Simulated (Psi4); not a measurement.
# Interaction calculation of CF2Se (part 2 of 2)

CF2Se, SMILES [C][Se].FF; B3LYP/def2-TZVP, RKS, dispersion D3(BJ) (Psi4 1.11). The geometry comes from this level: GFN2-xTB.

Geometry of the input (Å):
```
C  -1.8133  -0.5831  0.1849
Se -0.9562  -0.3142  1.5744
F  1.2307  0.4041  -1.5624
F  1.5388  0.4933  -0.1970
```

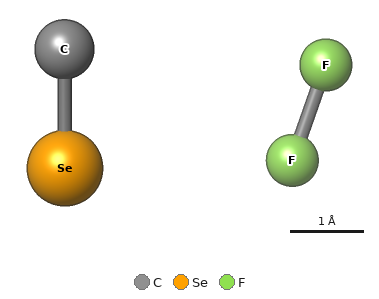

Fig. 1: The structure as given in the input (ball-and-stick view, seen on its broad side).

## Log, continued
```
    -----------------------------------------------------------------------
                               Psi4 1.11 release

    h
    h
    h

    -----------------------------------------------------------------------

    Memory:     1.5 GiB
    Threads:    1
                ecpint, einsums, f̶o̶r̶t̶e̶, gauxc, gcp, g̶d̶m̶a̶, geometric, g̶p̶u̶_̶d̶f̶c̶c̶,
                i̶n̶t̶e̶g̶r̶a̶t̶o̶r̶x̶x̶, i̶p̶i̶, libefp, m̶d̶i̶, m̶p̶2̶d̶, m̶r̶c̶c̶, ooo,
                o̶p̶e̶n̶f̶e̶r̶m̶i̶o̶n̶p̶s̶i̶4̶, pcmsolver, p̶s̶i̶4̶f̶o̶c̶k̶c̶i̶, p̶s̶i̶x̶a̶s̶,
                p̶y̶e̶i̶n̶s̶u̶m̶s̶, r̶e̶s̶p̶, s̶i̶m̶i̶n̶t̶, s̶n̶s̶m̶p̶2̶,
                v̶2̶r̶d̶m̶_̶c̶a̶s̶s̶c̶f̶

  ==> Geometry <==

    Molecular point group: c1
    Full point group: C1

    Geometry (in Bohr), charge = 0, multiplicity = 1:

       Center              X                  Y                   Z               Mass
    ------------   -----------------  -----------------  -----------------  -----------------
         C           -3.426715972338    -1.101993790061     0.349448155120    12.000000000000
         SE          -1.807012812946    -0.593714154096     2.975222606443    79.916521800000
         F            2.325723737124     0.763543840991    -2.952451406631    18.998403162730
         F            2.907986150900     0.932164103166    -0.372219354931    18.998403162730

  Running in c1 symmetry.

  Rotational constants: A =      0.34177  B =      0.04190  C =      0.03733 [cm^-1]
  Rotational constants: A =  10245.88876  B =   1256.26978  C =   1119.05995 [MHz]
  Nuclear repulsion =  204.496489022547308

  Charge       = 0
  Multiplicity = 1
  Electrons    = 58
  Nalpha       = 29
  Nbeta        = 29

  ==> Primary Basis <==

  Basis Set: DEF2-TZVP
    Blend: DEF2-TZVP
    Number of shells: 49
    Number of basis functions: 141
    Number of Cartesian functions: 163
    Spherical Harmonics?: true
    Max angular momentum: 3

   => Molecular Quadrature <=

    Radial Scheme          =       TREUTLER
    Pruning Scheme         =           NONE
    Nuclear Scheme         =       TREUTLER

    Blocking Scheme        =         OCTREE
    BS radius alpha        =              1
    Pruning alpha          =              1
    Radial Points          =             75
    Spherical Points       =            302
    Total Points           =          87044
    Total Blocks           =            715
    Max Points             =            253
    Max Functions          =            132
    Weights Tolerance      =       1.00E-15

  ==> Integral Setup <==

  DFHelper Memory: AOs need 0.074 GiB; user supplied 0.884 GiB.
  SCF_SUBTYPE=INCORE selected. In-core MEM_DF algorithm will be used.
  Using in-core AOs.

  ==> MemDFJK: Density-Fitted J/K Matrices <==

    J tasked:                   Yes
    K tasked:                   Yes
    wK tasked:                   No
    Memory [MiB]:               905
    Algorithm:                 Core
    Schwarz Cutoff:           1E-12
    Mask sparsity (%):       8.5609
    Fitting Condition:        1E-10

   => Auxiliary Basis Set <=

  Basis Set: (DEF2-TZVP AUX)
    Blend: DEF2-UNIVERSAL-JKFIT
    Number of shells: 135
    Number of basis functions: 495
    Number of Cartesian functions: 646
    Spherical Harmonics?: true
    Max angular momentum: 5

  Cached 100.0% of DFT collocation blocks in 0.233 [GiB].

  Minimum eigenvalue in the overlap matrix is 1.0901707279E-03.
  Reciprocal condition number of the overlap matrix is 2.4309469114E-04.
    Using symmetric orthogonalization.

  ==> Pre-Iterations <==

  SCF Guess: Superposition of Atomic Densities via on-the-fly atomic UHF (no occupation information).

   -------------------------
    Irrep   Nso     Nmo
   -------------------------
     A        141     141
   -------------------------
    Total     141     141
   -------------------------

  ==> Iterations <==

                           Total Energy        Delta E     RMS |[F,P]|

   @DF-RKS iter SAD: -2636.23467718579468   -2.63623e+03   0.00000e+00
   @DF-RKS iter   1: -2638.54649808049953   -2.31182e+00   1.47233e-02 ADIIS/DIIS
   @DF-RKS iter   2: -2638.50075841806438    4.57397e-02   1.61079e-02 ADIIS/DIIS
   @DF-RKS iter   3: -2639.16218569334842   -6.61427e-01   1.89507e-03 ADIIS/DIIS
   @DF-RKS iter   4: -2639.14531057724525    1.68751e-02   2.35529e-03 ADIIS/DIIS
   @DF-RKS iter   5: -2639.20758012838405   -6.22696e-02   1.99865e-04 ADIIS/DIIS
   @DF-RKS iter   6: -2639.20773619691681   -1.56069e-04   1.58554e-04 ADIIS/DIIS
   @DF-RKS iter   7: -2639.20788934516713   -1.53148e-04   3.30619e-05 DIIS
   @DF-RKS iter   8: -2639.20789685738691   -7.51222e-06   4.96212e-06 DIIS
   @DF-RKS iter   9: -2639.20789701196600   -1.54579e-07   1.06353e-06 DIIS
   @DF-RKS iter  10: -2639.20789702467073   -1.27047e-08   1.62799e-07 DIIS
  Energy and wave function converged.

  ==> Post-Iterations <==

   Electrons on quadrature grid:
      Ntotal   =   57.9999912625 ; deviation = -8.738e-06

    Final Occupation by Irrep:
              A
    DOCC [    29 ]
    NA   [    29 ]
    NB   [    29 ]

  @DF-RKS Final Energy: -2639.20789702467073

   => Energetics <=

    Nuclear Repulsion Energy =            204.4964890225473084
    One-Electron Energy =               -4079.4530567329538826
    Two-Electron Energy =                1326.9249998419707026
    DFT Exchange-Correlation Energy =     -91.1726181132180926
    Empirical Dispersion Energy =          -0.0037110430166268
    VV10 Nonlocal Energy =                  0.0000000000000000
    Total Energy =                      -2639.2078970246702738

Computation Completed

Properties will be evaluated at   0.000000,   0.000000,   0.000000 [a0]

Properties computed using the SCF density matrix

 Multipole Moments:

 ------------------------------------------------------------------------------------
     Multipole            Electronic (a.u.)      Nuclear  (a.u.)        Total (a.u.)
 ------------------------------------------------------------------------------------

 L = 1.  Multiply by 2.5417464519 to convert [e a0] to [Debye]
 Dipole X            :         35.3737243          -34.8953425            0.4783818
 Dipole Y            :         11.6874935          -11.5368725            0.1506211
 Dipole Z            :        -72.6587256           73.3322207            0.6734951
 Magnitude           :                                                    0.8397211

 ------------------------------------------------------------------------------------

	total time  =          4 seconds =       0.07 minutes

    Psi4 run time: 0:00:04.56

    -----------------------------------------------------------------------
                               Psi4 1.11 release

    h
    h
    h

    -----------------------------------------------------------------------

    Memory:     1.5 GiB
    Threads:    1
                ecpint, einsums, f̶o̶r̶t̶e̶, gauxc, gcp, g̶d̶m̶a̶, geometric, g̶p̶u̶_̶d̶f̶c̶c̶,
                i̶n̶t̶e̶g̶r̶a̶t̶o̶r̶x̶x̶, i̶p̶i̶, libefp, m̶d̶i̶, m̶p̶2̶d̶, m̶r̶c̶c̶, ooo,
                o̶p̶e̶n̶f̶e̶r̶m̶i̶o̶n̶p̶s̶i̶4̶, pcmsolver, p̶s̶i̶4̶f̶o̶c̶k̶c̶i̶, p̶s̶i̶x̶a̶s̶,
                p̶y̶e̶i̶n̶s̶u̶m̶s̶, r̶e̶s̶p̶, s̶i̶m̶i̶n̶t̶, s̶n̶s̶m̶p̶2̶,
                v̶2̶r̶d̶m̶_̶c̶a̶s̶s̶c̶f̶

  ==> Geometry <==

    Molecular point group: c1
    Full point group: C1

    Geometry (in Bohr), charge = 0, multiplicity = 1:

       Center              X                  Y                   Z               Mass
    ------------   -----------------  -----------------  -----------------  -----------------
         C           -3.426715972338    -1.101993790061     0.349448155120    12.000000000000
         SE          -1.807012812946    -0.593714154096     2.975222606443    79.916521800000
      Gh(F)           2.325723737124     0.763543840991    -2.952451406631    18.998403162730
      Gh(F)           2.907986150900     0.932164103166    -0.372219354931    18.998403162730

  Running in c1 symmetry.

  Rotational constants: A =      0.34177  B =      0.04190  C =      0.03733 [cm^-1]
  Rotational constants: A =  10245.88876  B =   1256.26978  C =   1119.05995 [MHz]
  Nuclear repulsion =   65.243755894207226

  Charge       = 0
  Multiplicity = 1
  Electrons    = 40
  Nalpha       = 20
  Nbeta        = 20

  ==> Iterations <==

                           Total Energy        Delta E     RMS |[F,P]|

   @DF-RKS iter SAD: -2436.92454608512708   -2.43692e+03   0.00000e+00
   @DF-RKS iter   1: -2438.95818240119434   -2.03364e+00   1.46453e-02 ADIIS/DIIS
   @DF-RKS iter   2: -2438.90855146235117    4.96309e-02   1.60797e-02 ADIIS/DIIS
   @DF-RKS iter   3: -2439.55906860477899   -6.50517e-01   1.94951e-03 ADIIS/DIIS
   @DF-RKS iter   4: -2439.55425472512752    4.81388e-03   2.18369e-03 ADIIS/DIIS
   @DF-RKS iter   5: -2439.60814491773135   -5.38902e-02   1.37391e-04 ADIIS/DIIS
   @DF-RKS iter   6: -2439.60838241350484   -2.37496e-04   1.25607e-05 DIIS
   @DF-RKS iter   7: -2439.60838420396067   -1.79046e-06   2.11578e-06 DIIS
   @DF-RKS iter   8: -2439.60838425481279   -5.08521e-08   5.80748e-07 DIIS
  Energy and wave function converged.

  ==> Post-Iterations <==

   Electrons on quadrature grid:
      Ntotal   =   39.9999989054 ; deviation = -1.095e-06

    Final Occupation by Irrep:
              A
    DOCC [    20 ]
    NA   [    20 ]
    NB   [    20 ]

  @DF-RKS Final Energy: -2439.60838425481279

   => Energetics <=

    Nuclear Repulsion Energy =             65.2437558942072258
    One-Electron Energy =               -3523.0267599315361622
    Two-Electron Energy =                1092.5597578575482203
    DFT Exchange-Correlation Energy =     -74.3830624301966452
    Empirical Dispersion Energy =          -0.0020756448357371
    VV10 Nonlocal Energy =                  0.0000000000000000
    Total Energy =                      -2439.6083842548127905

Computation Completed

Properties will be evaluated at   0.000000,   0.000000,   0.000000 [a0]

Properties computed using the SCF density matrix

 Multipole Moments:

 ------------------------------------------------------------------------------------
     Multipole            Electronic (a.u.)      Nuclear  (a.u.)        Total (a.u.)
 ------------------------------------------------------------------------------------

 L = 1.  Multiply by 2.5417464519 to convert [e a0] to [Debye]
 Dipole X            :         82.4446969          -81.9987315            0.4459654
 Dipole Y            :         26.9381965          -26.7982440            0.1399525
 Dipole Z            :       -102.5323860          103.2542575            0.7218715
 Magnitude           :                                                    0.8599828

 ------------------------------------------------------------------------------------

	total time  =          4 seconds =       0.07 minutes

    Psi4 run time: 0:00:03.71

    -----------------------------------------------------------------------
                               Psi4 1.11 release

    h
    h
    h

    -----------------------------------------------------------------------

    Memory:     1.5 GiB
    Threads:    1
                ecpint, einsums, f̶o̶r̶t̶e̶, gauxc, gcp, g̶d̶m̶a̶, geometric, g̶p̶u̶_̶d̶f̶c̶c̶,
                i̶n̶t̶e̶g̶r̶a̶t̶o̶r̶x̶x̶, i̶p̶i̶, libefp, m̶d̶i̶, m̶p̶2̶d̶, m̶r̶c̶c̶, ooo,
                o̶p̶e̶n̶f̶e̶r̶m̶i̶o̶n̶p̶s̶i̶4̶, pcmsolver, p̶s̶i̶4̶f̶o̶c̶k̶c̶i̶, p̶s̶i̶x̶a̶s̶,
                p̶y̶e̶i̶n̶s̶u̶m̶s̶, r̶e̶s̶p̶, s̶i̶m̶i̶n̶t̶, s̶n̶s̶m̶p̶2̶,
                v̶2̶r̶d̶m̶_̶c̶a̶s̶s̶c̶f̶

  ==> Geometry <==

    Molecular point group: c1
    Full point group: C1

    Geometry (in Bohr), charge = 0, multiplicity = 1:

       Center              X                  Y                   Z               Mass
    ------------   -----------------  -----------------  -----------------  -----------------
      Gh(C)          -3.426715972338    -1.101993790061     0.349448155120    12.000000000000
      Gh(SE)         -1.807012812946    -0.593714154096     2.975222606443    79.916521800000
         F            2.325723737124     0.763543840991    -2.952451406631    18.998403162730
         F            2.907986150900     0.932164103166    -0.372219354931    18.998403162730

  Running in c1 symmetry.

  Rotational constants: A =      0.34177  B =      0.04190  C =      0.03733 [cm^-1]
  Rotational constants: A =  10245.88876  B =   1256.26978  C =   1119.05995 [MHz]
  Nuclear repulsion =   30.560468487648652

  Charge       = 0
  Multiplicity = 1
  Electrons    = 18
  Nalpha       = 9
  Nbeta        = 9

  ==> Iterations <==

                           Total Energy        Delta E     RMS |[F,P]|

   @DF-RKS iter SAD:  -199.30179650888806   -1.99302e+02   0.00000e+00
   @DF-RKS iter   1:  -199.58952329650361   -2.87727e-01   1.50768e-03 ADIIS/DIIS
   @DF-RKS iter   2:  -199.59698717811847   -7.46388e-03   8.12135e-04 ADIIS/DIIS
   @DF-RKS iter   3:  -199.60002103494048   -3.03386e-03   1.02345e-04 ADIIS/DIIS
   @DF-RKS iter   4:  -199.60006319061978   -4.21557e-05   4.65884e-05 DIIS
   @DF-RKS iter   5:  -199.60007448972399   -1.12991e-05   8.00865e-06 DIIS
   @DF-RKS iter   6:  -199.60007483494255   -3.45219e-07   2.36229e-06 DIIS
   @DF-RKS iter   7:  -199.60007486711245   -3.21699e-08   4.35817e-08 DIIS
  Energy and wave function converged.

  ==> Post-Iterations <==

   Electrons on quadrature grid:
      Ntotal   =   17.9999923505 ; deviation = -7.649e-06

    Orbital Energies [Eh]
    ---------------------

    Doubly Occupied:

       1A    -24.797359     2A    -24.797141     3A     -1.360089
       4A     -1.114406     5A     -0.613283     6A     -0.551148
       7A     -0.551137     8A     -0.419845     9A     -0.419844

    Virtual:

      10A     -0.156952    11A      0.067311    12A      0.131347
      13A      0.161135    14A      0.166254    15A      0.246990
      16A      0.254277    17A      0.264853    18A      0.372448
      19A      0.437705    20A      0.455955    21A      0.461661
      22A      0.480447    23A      0.539503    24A      0.544043
      25A      0.559425    26A      0.585797    27A      0.625608
      28A      0.658696    29A      0.660536    30A      0.695386
      31A      0.748579    32A      0.758671    33A      0.811976
      34A      0.849441    35A      0.925146    36A      1.008869
      37A      1.029469    38A      1.089221    39A      1.118806
      40A      1.129709    41A      1.285277    42A      1.395410
      43A      1.404472    44A      1.543815    45A      1.580583
      46A      1.589269    47A      1.783445    48A      1.784752
      49A      1.881694    50A      1.922212    51A      1.967749
      52A      1.971710    53A      1.990789    54A      2.021330
      55A      2.028892    56A      2.034206    57A      2.168643
      58A      2.171767    59A      2.206198    60A      2.254048
      61A      2.255488    62A      2.295264    63A      2.306948
      64A      2.412136    65A      2.453581    66A      2.468971
      67A      2.604805    68A      2.663180    69A      2.665766
      70A      2.907408    71A      2.989287    72A      3.020202
      73A      3.047574    74A      3.219760    75A      3.255042
      76A      3.416748    77A      3.427071    78A      3.428548
      79A      3.581005    80A      3.646322    81A      3.653808
      82A      3.723087    83A      4.180968    84A      4.189683
      85A      4.275083    86A      4.488132    87A      4.499226
      88A      4.591474    89A      4.612560    90A      4.622659
      91A      4.758186    92A      4.781485    93A      4.873537
      94A      4.911603    95A      5.021397    96A      5.028809
      97A      5.075120    98A      5.274112    99A      5.938492
     100A      6.368348   101A      6.369441   102A      6.378715
     103A      6.625944   104A      6.626280   105A      6.791980
     106A      6.792564   107A      6.820616   108A      6.821133
     109A      6.915400   110A      6.915793   111A      7.272676
     112A      7.273008   113A      7.770065   114A      8.091933
     115A      8.096288   116A      8.097371   117A      8.109679
     118A      8.248678   119A      8.256579   120A      8.685895
     121A      8.756605   122A      8.761011   123A      9.616079
     124A      9.895694   125A     11.793656   126A     11.805333
     127A     12.068065   128A     13.089953   129A     27.827896
     130A     27.866573   131A     27.948493   132A     27.956216
     133A     28.240702   134A     47.154994   135A     56.121295
     136A     56.897579   137A     65.089859   138A    128.244986
     139A    128.292938   140A    128.764739   141A    675.138545

    Final Occupation by Irrep:
              A
    DOCC [     9 ]
    NA   [     9 ]
    NB   [     9 ]

  @DF-RKS Final Energy:  -199.60007486711245

   => Energetics <=

    Nuclear Repulsion Energy =             30.5604684876486523
    One-Electron Energy =                -339.0317698750264981
    Two-Electron Energy =                 125.6566970582244664
    DFT Exchange-Correlation Energy =     -16.7851946577423767
    Empirical Dispersion Energy =          -0.0002758802167059
    VV10 Nonlocal Energy =                  0.0000000000000000
    Total Energy =                       -199.6000748671124541

Computation Completed

Properties will be evaluated at   0.000000,   0.000000,   0.000000 [a0]

Properties computed using the SCF density matrix

 Multipole Moments:

 ------------------------------------------------------------------------------------
     Multipole            Electronic (a.u.)      Nuclear  (a.u.)        Total (a.u.)
 ------------------------------------------------------------------------------------

 L = 1.  Multiply by 2.5417464519 to convert [e a0] to [Debye]
 Dipole X            :        -47.0943117           47.1033890            0.0090773
 Dipole Y            :        -15.2584326           15.2613715            0.0029389
 Dipole Z            :         29.9162661          -29.9220369           -0.0057708
 Magnitude           :                                                    0.0111507

 ------------------------------------------------------------------------------------

	total time  =          3 seconds =       0.05 minutes

    Psi4 run time: 0:00:03.19

  //>>>>>>>>>>>>>>>>>>>>>>>>>>>>>>>>>>>//
  //          ManyBody Results         //
  //<<<<<<<<<<<<<<<<<<<<<<<<<<<<<<<<<<<//

   ==> N-Body: Valiron-Mayer Function Counterpoise (VMFC) energies <==

              MC n-Body  Total Energy            Interaction Energy                          N-body Contribution to Interaction Energy
                         [Eh]                    [Eh]                  [kcal/mol]            [Eh]                  [kcal/mol]
              §A  1    -2639.208156688700        0.000000000000        0.000000000000        0.000000000000        0.000000000000
     FULL/RTN §A  2    -2639.207594591445        0.000562097255        0.352721352518        0.000562097255        0.352721352518

   MC Legend: §A: "(auto)"

   ==> N-Body: Non-Counterpoise Corrected (NoCP) energies <==

              MC n-Body  Total Energy            Interaction Energy                          N-body Contribution to Interaction Energy
                         [Eh]                    [Eh]                  [kcal/mol]            [Eh]                  [kcal/mol]
              §A  1    -2639.208156688700        0.000000000000        0.000000000000        0.000000000000        0.000000000000
     FULL/RTN §A  2    -2639.207897024671        0.000259664029        0.162941638082        0.000259664029        0.162941638082

   MC Legend: §A: "(auto)"

   ==> N-Body: Counterpoise Corrected (CP) energies <==

              MC n-Body  Total Energy            Interaction Energy                          N-body Contribution to Interaction Energy
                         [Eh]                    [Eh]                  [kcal/mol]            [Eh]                  [kcal/mol]
              §A  1    -2639.208156688700        0.000000000000        0.000000000000        0.000000000000        0.000000000000
     FULL/RTN §A  2    -2639.207594591445        0.000562097255        0.352721352518        0.000562097255        0.352721352518

   MC Legend: §A: "(auto)"

[set-up sections that repeat, and orbital energies of the middle runs, are left out above]
```

## Summary

- outcome: converged
- basis functions: 141
- wall time: 18 s
- peak memory: 0.59 GiB
